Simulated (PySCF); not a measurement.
**Geometry relaxation, with input and output: CTe (part 1 of 2)**

CTe, computed with RHF/lanl2dz, optimize (PySCF 2.14.0).

Figures and captions count atoms from 1; the log counts them from 0 in places.

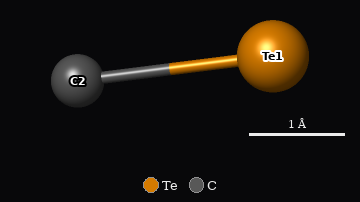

Fig. 1: The starting structure (ball-and-stick view, seen at a tilt; atoms are numbered from 1 in the order of the input). Bond lengths as drawn: C–Te 2.13 Å.

The input:
```python
from pyscf import gto, scf
from pyscf.geomopt.geometric_solver import optimize

mol = gto.M(
    atom='Te 0 0 0; C 0 0 2.131',
    basis='lanl2dz',
    ecp={'Te': 'lanl2dz'},
    charge=0,
    spin=0,
    verbose=4,
)
mf = scf.RHF(mol)
mf.level_shift = 0.3
mf.kernel()
mol_eq = optimize(mf, maxsteps=30)
print('optimised geometry (angstrom)')
print(mol_eq.tostring('raw'))
print('orbital energies (hartree):', mf.mo_energy[..., max(0, mol.nelec[1]-3):mol.nelec[0]+3].round(4))
```

Hardware: 1 CPU thread, shared host.

Launched with:
```bash
OMP_NUM_THREADS=1 python input.py
```

Output:
```
PySCF version 2.14.0

[INPUT] verbose = 4
[INPUT] num. atoms = 2
[INPUT] num. electrons = 12
[INPUT] charge = 0
[INPUT] spin (= nelec alpha-beta = 2S) = 0
[INPUT] symmetry False subgroup None
[INPUT] Mole.unit = angstrom
[INPUT] Symbol           X                Y                Z      unit          X                Y                Z       unit  Magmom
[INPUT]  1 Te     0.000000000000   0.000000000000   0.000000000000 AA    0.000000000000   0.000000000000   0.000000000000 Bohr   0.0
[INPUT]  2 C      0.000000000000   0.000000000000   2.131000000000 AA    0.000000000000   0.000000000000   4.027006371448 Bohr   0.0

nuclear repulsion = 8.93964316899109
number of shells = 9
number of NR pGTOs = 37
number of NR cGTOs = 17
basis = lanl2dz
ecp = {'Te': 'lanl2dz'}

******** <class 'pyscf.scf.hf.RHF'> ********
method = RHF
initial guess = minao
damping factor = 0
level_shift factor = 0.3
DIIS = <class 'pyscf.scf.diis.CDIIS'>
diis_start_cycle = 1
diis_space = 8
diis_damp = 0
SCF conv_tol = 1e-09
SCF conv_tol_grad = None
SCF max_cycles = 50
direct_scf = True
direct_scf_tol = 1e-13
Set gradient conv threshold to 3.16228e-05
Initial guess from minao.
init E= -41.2570206057701
  HOMO = 0.0187939714519896  LUMO = 0.20861600342759  gap/eV = 5.16532
cycle= 1 E= -45.4822322845436  delta_E= -4.23  |g|= 0.559  |ddm|= 2.95
  HOMO = -0.337546174622048  LUMO = 0.251098465258227  gap/eV = 16.01784
cycle= 2 E= -45.5217676234653  delta_E= -0.0395  |g|= 0.184  |ddm|= 0.505
  HOMO = -0.346251508506737  LUMO = 0.31105395231816  gap/eV = 17.88619
cycle= 3 E= -45.5352163411429  delta_E= -0.0134  |g|= 0.0507  |ddm|= 0.199
  HOMO = -0.352772089704253  LUMO = 0.292193142304996  gap/eV = 17.55040
cycle= 4 E= -45.5369564694102  delta_E= -0.00174  |g|= 0.034  |ddm|= 0.0652
  HOMO = -0.35305758791816  LUMO = 0.291466057834263  gap/eV = 17.53838
cycle= 5 E= -45.5386080607498  delta_E= -0.00165  |g|= 0.0189  |ddm|= 0.0892
  HOMO = -0.352486873054827  LUMO = 0.294160517269414  gap/eV = 17.59617
cycle= 6 E= -45.5394788971578  delta_E= -0.000871  |g|= 0.0113  |ddm|= 0.0768
  HOMO = -0.352088452356158  LUMO = 0.29451697430763  gap/eV = 17.59503
cycle= 7 E= -45.5398065316078  delta_E= -0.000328  |g|= 0.00698  |ddm|= 0.0553
  HOMO = -0.352214653159595  LUMO = 0.294427324304756  gap/eV = 17.59602
cycle= 8 E= -45.5398880551916  delta_E= -8.15e-05  |g|= 0.00395  |ddm|= 0.0277
  HOMO = -0.351910758338423  LUMO = 0.294515864507969  gap/eV = 17.59016
cycle= 9 E= -45.5399084459776  delta_E= -2.04e-05  |g|= 0.00257  |ddm|= 0.0153
  HOMO = -0.351918908392852  LUMO = 0.294524203700131  gap/eV = 17.59061
cycle= 10 E= -45.5399130620504  delta_E= -4.62e-06  |g|= 0.0013  |ddm|= 0.00566
  HOMO = -0.35191288397433  LUMO = 0.294512649667565  gap/eV = 17.59013
cycle= 11 E= -45.5399140899171  delta_E= -1.03e-06  |g|= 0.000668  |ddm|= 0.00235
  HOMO = -0.351901121807527  LUMO = 0.294518515073981  gap/eV = 17.58997
cycle= 12 E= -45.5399143286777  delta_E= -2.39e-07  |g|= 0.000314  |ddm|= 0.000931
  HOMO = -0.351899757079629  LUMO = 0.294512261525053  gap/eV = 17.58977
cycle= 13 E= -45.5399143793276  delta_E= -5.06e-08  |g|= 0.000156  |ddm|= 0.000389
  HOMO = -0.351899378365441  LUMO = 0.294512248908456  gap/eV = 17.58976
cycle= 14 E= -45.5399143909915  delta_E= -1.17e-08  |g|= 7.76e-05  |ddm|= 0.000171
  HOMO = -0.351899339918222  LUMO = 0.294512069529582  gap/eV = 17.58975
cycle= 15 E= -45.5399143937219  delta_E= -2.73e-09  |g|= 3.79e-05  |ddm|= 7.61e-05
  HOMO = -0.351899315543583  LUMO = 0.294512056849338  gap/eV = 17.58975
cycle= 16 E= -45.5399143943502  delta_E= -6.28e-10  |g|= 1.81e-05  |ddm|= 3.37e-05
  HOMO = -0.351900144432691  LUMO = -0.00548442436708716  gap/eV = 9.42645
Extra cycle  E= -45.5399143942661  delta_E= 8.41e-11  |g|= 2.59e-05  |ddm|= 4.41e-05
converged SCF energy = -45.5399143942661
Create scanner for <class 'pyscf.grad.rhf.Gradients'>
Create scanner for <class 'pyscf.scf.hf.RHF'>
input.py

Current date and time:

#|     Arguments passed to driver run_optimizer():      |#
customengine              <pyscf.geomopt.geometric_solver.PySCFEngine object>
logIni                    [file]
maxiter                   30
----------------------------------------------------------
Custom engine selected.
Bonds will be generated from interatomic distances less than 1.20 times sum of covalent radii
6 internal coordinates being used (instead of 6 Cartesians)
Internal coordinate system (atoms numbered from 1):
Distance 1-2
Translation-X 1-2
Translation-Y 1-2
Translation-Z 1-2
Rotation-A 1-2
Rotation-B 1-2
Rotation-C 1-2
<class 'geometric.internal.Distance'> : 1
<class 'geometric.internal.TranslationX'> : 1
<class 'geometric.internal.TranslationY'> : 1
<class 'geometric.internal.TranslationZ'> : 1
<class 'geometric.internal.RotationA'> : 1
<class 'geometric.internal.RotationB'> : 1
<class 'geometric.internal.RotationC'> : 1
> ===== Optimization Info: ====
> Job type: Energy minimization
> Maximum number of optimization cycles: 30
> Initial / maximum trust radius (Angstrom): 0.100 / 0.300
> Convergence Criteria:
> Will converge when all 5 criteria are reached:
>  |Delta-E| < 1.00e-06
>  RMS-Grad  < 3.00e-04
>  Max-Grad  < 4.50e-04
>  RMS-Disp  < 1.20e-03
>  Max-Disp  < 1.80e-03
> === End Optimization Info ===

Geometry optimization cycle 1
Cartesian coordinates (Angstrom)
 Atom        New coordinates             dX        dY        dZ
  Te   0.000000   0.000000   0.000000    0.000000  0.000000  0.000000
   C   0.000000   0.000000   2.131000    0.000000  0.000000  0.000000

WARN: Mole.unit (angstrom) is changed to Bohr

New geometry
   1 Te     0.000000000000   0.000000000000   0.000000000000 AA    0.000000000000   0.000000000000   0.000000000000 Bohr
   2 C      0.000000000000   0.000000000000   2.131000000000 AA    0.000000000000   0.000000000000   4.027006371448 Bohr

******** <class 'pyscf.scf.hf.RHF_Scanner'> ********
method = RHF_Scanner
initial guess = minao
damping factor = 0
level_shift factor = 0.3
DIIS = <class 'pyscf.scf.diis.CDIIS'>
diis_start_cycle = 1
diis_space = 8
diis_damp = 0
SCF conv_tol = 1e-09
SCF conv_tol_grad = None
SCF max_cycles = 50
direct_scf = True
direct_scf_tol = 1e-13
Set gradient conv threshold to 3.16228e-05
init E= -45.5399143942661
  HOMO = -0.351898782784748  LUMO = 0.294506874972317  gap/eV = 17.58959
cycle= 1 E= -45.5399143944827  delta_E= -2.17e-10  |g|= 1.12e-05  |ddm|= 3.85e-05
  HOMO = -0.35189954438383  LUMO = -0.00548595291327647  gap/eV = 9.42639
Extra cycle  E= -45.5399143944569  delta_E= 2.57e-11  |g|= 1.35e-05  |ddm|= 2.43e-05
converged SCF energy = -45.5399143944569

******** <class 'pyscf.grad.rhf.Gradients_Scanner'> for <class 'pyscf.scf.hf.RHF_Scanner'> ********
unit = Eh/Bohr
--------------- RHF_Scanner gradients ---------------
         x                y                z
0 Te     0.0000000000    -0.0000000000    -0.0817644000
1 C    -0.0000000000     0.0000000000     0.0817644000
----------------------------------------------
cycle 1: E = -45.5399143945  dE = -45.5399  norm(grad) = 0.115632
Step    0 : Gradient = 8.176e-02/8.176e-02 (rms/max) Energy = -45.5399143945
Hessian Eigenvalues: 5.00000e-02 5.00000e-02 5.00000e-02 ... 5.00000e-02 5.00000e-02 1.10312e-01

Geometry optimization cycle 2
Cartesian coordinates (Angstrom)
 Atom        New coordinates             dX        dY        dZ
  Te  -0.000000   0.000000   0.100000   -0.000000  0.000000  0.100000
   C   0.000000  -0.000000   2.031000    0.000000 -0.000000 -0.100000
New geometry
   1 Te    -0.000000000000   0.000000000000   0.100000000003 AA   -0.000000000000   0.000000000000   0.188972612463 Bohr
   2 C      0.000000000000  -0.000000000000   2.030999999997 AA    0.000000000000  -0.000000000000   3.838033758986 Bohr

******** <class 'pyscf.scf.hf.RHF_Scanner'> ********
method = RHF_Scanner
initial guess = minao
damping factor = 0
level_shift factor = 0.3
DIIS = <class 'pyscf.scf.diis.CDIIS'>
diis_start_cycle = 1
diis_space = 8
diis_damp = 0
SCF conv_tol = 1e-09
SCF conv_tol_grad = None
SCF max_cycles = 50
direct_scf = True
direct_scf_tol = 1e-13
Set gradient conv threshold to 3.16228e-05
init E= -45.6434757886652
  HOMO = -0.35560513385757  LUMO = 0.337852976478361  gap/eV = 18.86996
cycle= 1 E= -45.5584342368996  delta_E= 0.085  |g|= 0.0495  |ddm|= 0.169
  HOMO = -0.375703514545922  LUMO = 0.313776256270816  gap/eV = 18.76170
cycle= 2 E= -45.5594999001046  delta_E= -0.00107  |g|= 0.0173  |ddm|= 0.0848
  HOMO = -0.371842695292386  LUMO = 0.315111655767561  gap/eV = 18.69298
cycle= 3 E= -45.5597201991632  delta_E= -0.00022  |g|= 0.00938  |ddm|= 0.0358
  HOMO = -0.371803867391641  LUMO = 0.316822535828082  gap/eV = 18.73848
cycle= 4 E= -45.5597826796254  delta_E= -6.25e-05  |g|= 0.00461  |ddm|= 0.0196
  HOMO = -0.372308941972491  LUMO = 0.316151007121918  gap/eV = 18.73395
cycle= 5 E= -45.5598105660482  delta_E= -2.79e-05  |g|= 0.00272  |ddm|= 0.0124
  HOMO = -0.37245295868236  LUMO = 0.31611757176061  gap/eV = 18.73696
cycle= 6 E= -45.5598244246999  delta_E= -1.39e-05  |g|= 0.00148  |ddm|= 0.0109
  HOMO = -0.372405022299083  LUMO = 0.316119947065682  gap/eV = 18.73572
cycle= 7 E= -45.5598276889728  delta_E= -3.26e-06  |g|= 0.000809  |ddm|= 0.00528
  HOMO = -0.372436575752976  LUMO = 0.316093429912635  gap/eV = 18.73586
cycle= 8 E= -45.5598284866825  delta_E= -7.98e-07  |g|= 0.000425  |ddm|= 0.003
  HOMO = -0.372429676469425  LUMO = 0.316100045580327  gap/eV = 18.73585
cycle= 9 E= -45.5598286396135  delta_E= -1.53e-07  |g|= 0.000197  |ddm|= 0.0012
  HOMO = -0.372429824648627  LUMO = 0.316104807357706  gap/eV = 18.73598
cycle= 10 E= -45.5598286671434  delta_E= -2.75e-08  |g|= 9.54e-05  |ddm|= 0.000476
  HOMO = -0.372429987635809  LUMO = 0.316105175241792  gap/eV = 18.73600
cycle= 11 E= -45.559828672515  delta_E= -5.37e-09  |g|= 4.43e-05  |ddm|= 0.000183
  HOMO = -0.372429982092434  LUMO = 0.31610540471074  gap/eV = 18.73600
cycle= 12 E= -45.5598286735454  delta_E= -1.03e-09  |g|= 2.01e-05  |ddm|= 6.79e-05
  HOMO = -0.372430038601339  LUMO = 0.316105479896852  gap/eV = 18.73601
cycle= 13 E= -45.5598286737427  delta_E= -1.97e-10  |g|= 9.2e-06  |ddm|= 2.51e-05
  HOMO = -0.372429881359556  LUMO = 0.0161039808108678  gap/eV = 10.57254
Extra cycle  E= -45.5598286737371  delta_E= 5.58e-12  |g|= 1.21e-05  |ddm|= 2.08e-05
converged SCF energy = -45.5598286737371

******** <class 'pyscf.grad.rhf.Gradients_Scanner'> for <class 'pyscf.scf.hf.RHF_Scanner'> ********
unit = Eh/Bohr
--------------- RHF_Scanner gradients ---------------
         x                y                z
0 Te     0.0000000000    -0.0000000000    -0.0114340849
1 C    -0.0000000000     0.0000000000     0.0114340849
----------------------------------------------
cycle 2: E = -45.5598286737  dE = -0.0199143  norm(grad) = 0.0161702
Step    1 : Displace = 1.000e-01/1.000e-01 (rms/max) Trust = 1.000e-01 (=) Grad = 1.143e-02/1.143e-02 (rms/max) E (change) = -45.5598286737 (-1.991e-02) Quality = 0.865
Hessian Eigenvalues: 5.00000e-02 5.00000e-02 5.00000e-02 ... 5.00000e-02 5.00000e-02 1.86086e-01
```
